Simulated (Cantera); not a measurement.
Feed: 1 mol Si(CH3)4, 0.66 mol C2H4, 1 mol H2, at 0.260 bar.

Method: chemical equilibrium by Gibbs-energy minimisation in Cantera with the NASA 1993 tables (ideal gas, pure condensed phases). Candidate condensed phases: C, C6H6, C7H8, C8H18, Si, SiC; 87 gas species. Gases not in the tables: Si2H6 and higher silanes. Rates play no part.

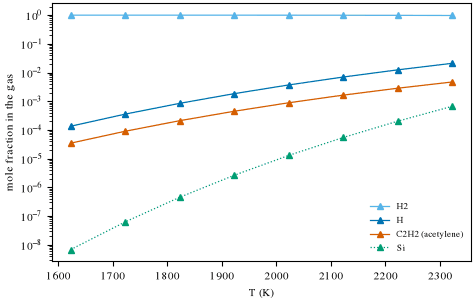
Figure: Equilibrium gas composition (values under 1e-9 drawn at 1e-9)

Question: Read off the mole fractions at 2123 K.

Answer: H2 about 0.99, H about 0.0070, C2H2 (acetylene) about 0.0016, Si about 5.5e-5.
